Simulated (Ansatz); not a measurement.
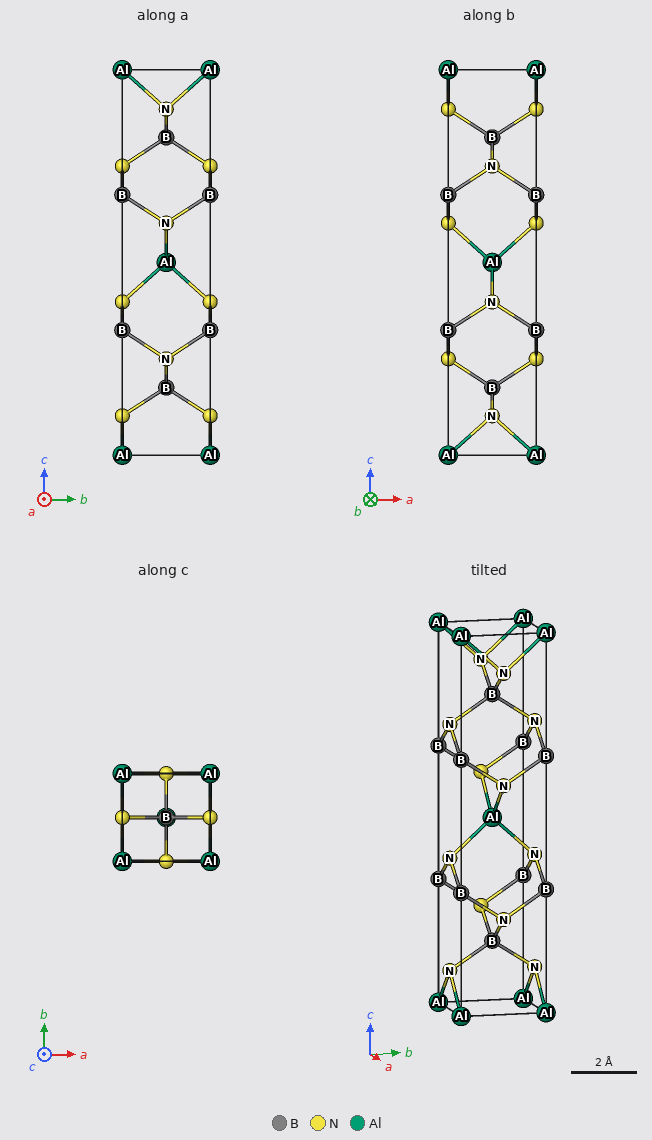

A ball-and-stick rendering, viewed along the a axis, along the b axis, along the c axis and slightly off an axis. The conventional unit cell is drawn as a box.

Lattice parameters: a = 2.711 Å, b = 2.711 Å, c = 11.889 Å, α = 90.00°, β = 90.00°, γ = 90.00°. Put a along x and b in the xy plane.

> Record the structure as a POSCAR file, with free fractional coordinates to two decimals.

```
B N Al
1.0
     2.711    0.000    0.000
     0.000    2.711    0.000
     0.000    0.000   11.889
B N Al
4 6 2
Direct
  0.00 0.00 0.32
  0.50 0.50 0.18
  0.50 0.50 0.82
  0.00 0.00 0.68
  0.00 0.50 0.25
  0.50 0.00 0.10
  0.50 0.00 0.40
  0.50 0.00 0.75
  0.00 0.50 0.60
  0.00 0.50 0.90
  0.00 0.00 0.00
  0.50 0.50 0.50
```

The model was built from a structure type filled with these elements by a generator (whether the compound takes this form wasn't checked). Earlier steps of the study may have refined or changed the cell and positions. A calculation with Ansatz used it as input.
